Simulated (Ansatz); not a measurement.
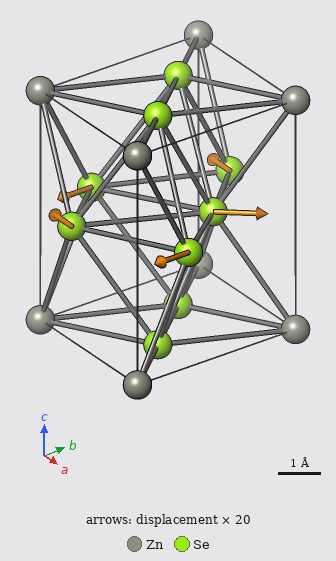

A relaxation of solid ZnSe5 (a generated structure, set up in P-62m) (coarse preliminary run). The starting structure is drawn; orange arrows show the displacements (the part carried along by the change of the cell is left out), magnified 20 times.

The picture is a ball-and-stick view of the cell of the calculation, seen slightly off an axis.

Level of theory: DFT PBE, scalar-relativistic, plane waves, PAW in Ansatz. Settings: plane-wave cutoff 420 eV; k-point mesh 3 × 3 × 4; occupations gaussian; smearing width 0.1 eV; no spin polarisation; cell and atoms relaxed; force threshold 0.04 eV/Å; at most 70 steps.

Which element moves most?

Answer. Selenium: up to 0.068 Å, against 0.000 Å for zinc.

What happened in the run?

Answer. The energy falls by 874 meV per atom in 12 accepted moves (14 points after the start). Largest force component: 0.3 eV/Å at the start, 0.037 eV/Å at the end. Pressure: −10.01 GPa at the start and −0.03 GPa at the end. The line search rejected the trial step at point 12 of the run. The SCF was repeated once at an unchanged geometry on a basis and grid sized afresh for the cell, which shifted the energy by 0.4 meV per atom at most. The largest moves relative to the cell, 0.068 Å, are those of Se atoms. Zn stays in place. The volume changes by −31.4 %, with a = b 6.204 → 6.495 Å (+4.7 %), c 5.736 → 3.589 Å (−37.4 %). Some distances before and after: Se–Zn 3.499 → 2.710 Å, Se–Se 3.555 → 2.866 Å, Se–Se 3.638 → 3.871 Å, Se–Zn 3.582 → 3.750 Å. The space group stays P-62m (No. 189).
